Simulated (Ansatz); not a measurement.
The starting structures come from a database of crystals and need not be the phases stable at ambient conditions.

 Where the default PAW files enter, the runs use the earlier of Ansatz's two default sets.

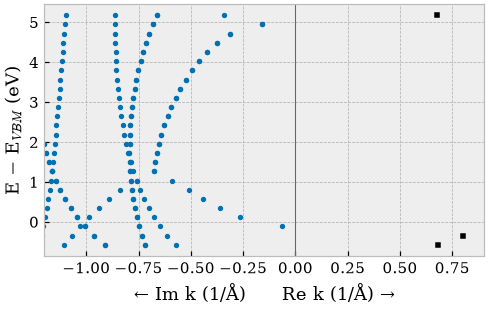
Figure: Complex bands at the centre of the two-dimensional zone; r2SCAN (Ansatz, a program for electronic structure)

No gap correction and no spin-orbit coupling; mid-gap values are interpolated between computed energies.

This is PbF₂ (Fm-3m, fluorite, not sure to be the ambient phase, 3 atoms a cell, 17.7 Å³ an atom, -2 GPa at this level) along the normal of (001). Read off the slowest decay at the centre of the two-dimensional zone at 2.42 eV, the computed energy nearest the middle of the gap.

κ ≈ 0.63 1/Å, a decay length 1/(2κ) of the density of 0.80 Å.
